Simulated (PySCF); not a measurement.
Input

```
{"job": {"kind": "uv", "xc": "B3LYP", "basis": "def2-SVPD", "nstates": 8, "ntriplets": 3}, "charge": 0, "multiplicity": 1}
C      2.760960    -0.676593     0.142142
C      2.282248     0.299328    -0.604968
C      0.827764     0.549532    -0.856923
O      0.016149    -0.412272    -0.244579
Si    -1.549767    -0.229048     0.146688
N     -1.701423     1.180330     1.128085
O     -1.978994    -1.665233     0.796762
O     -2.547647     0.039614    -1.106942
H      2.099933    -1.375904     0.623914
H      3.817291    -0.814121     0.295259
H      2.937703     1.006521    -1.095908
H      0.563694     1.550309    -0.491275
H      0.638398     0.541852    -1.939433
H     -2.619551     1.518996     1.356702
H     -1.075756     1.306646     1.905411
H     -1.324173    -2.154024     1.286255
H     -3.153826    -0.653904    -1.351100
```

Command:

```sh
OMP_NUM_THREADS=1 python probes_run.py task.json out
```

Geometry: GFN2-xTB.

All numbers below come from B3LYP/def2-SVPD, SCF density, gas phase in PySCF 2.14.0.

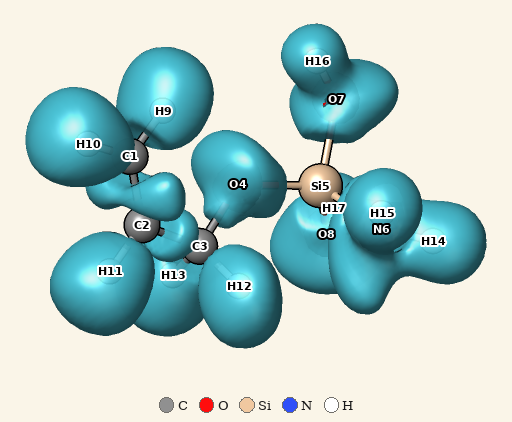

C3H9NO3Si. Isosurface of the ELF at 0.75 (cyan), seen at a tilt. Core shells and regions of very low density are left out.

Describe the localisation domains.

Answer. The surface consists of two regions between bonded C–C atoms (shared pairs), five regions around hydrogen nuclei, one region on O in which the atom's valence shell and bonds are merged, one joined region spread over several atoms (H, N), in which their bonds and any lone pairs are merged and two joined regions spread over several atoms (H, O), in which their bonds and any lone pairs are merged.

Values along the shortest contacts:
C–C (1.32 Å): the ELF peaks at about 0.90 between the atoms: a short, multiple covalent bond. C–O (1.40 Å): the ELF peaks at about 0.90 between the atoms: a polar covalent bond.
